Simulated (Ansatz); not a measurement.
Bond-angle distributions (per cent of the angles at each element, bins of 10°) of a relaxed model of amorphous Zr$_{24}$O$_{36}$ at 6.07 g/cm³. Calculation: PBE, scalar-relativistic without spin-orbit coupling (plane waves to 420 eV, PAW; Ansatz, a first-principles code). The usual formal charges leave 24 electrons over, so the level spacing at the Fermi energy parts defect or band states and needn't be the band gap.

It comes from a melt-quench run on a machine-learned potential (CHGNet), relaxed afterwards by DFT. O atoms were pushed apart under 1.9 Å during the dynamics, to hinder bonds among them. The hot cell started wider than the set density and was brought back towards it in steps. It is the lowest in DFT energy of 2 quenches. It is a model cell: composition and starting density were chosen by hand, and all elements were melted together. No dispersion term was used. Its density started from a set value of 6.02 and ended at 6.07 g/cm³. Cooling (nominally 240 K/ps over its main leg) ran many orders faster than in experiment, which tends to leave more defects and strain. Values belong to this one cell and scatter from quench to quench. The volume was free in the relaxation, at fixed shape. Stress components on the final sampling reach 3.3 GPa.

Bonds are counted up to Zr-Zr 3.41 Å, Zr-O 2.80 Å, O-O 1.58 Å. Two cations that share two anions don't count as bonded, nor two that share one unless they lie closer than Zr-Zr 3.32 Å.

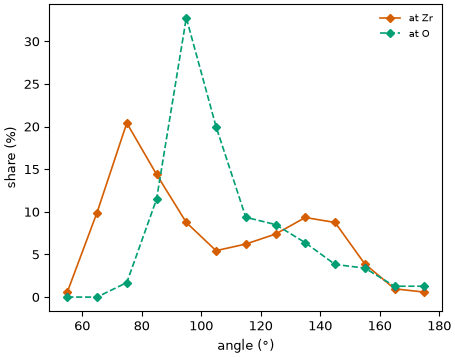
Figure: Bond-angle distributions

They go with these counts of neighbours within the cut-offs, cation contacts included: Zr mean 7.0, most often 7; O mean 4.1, most often 4.
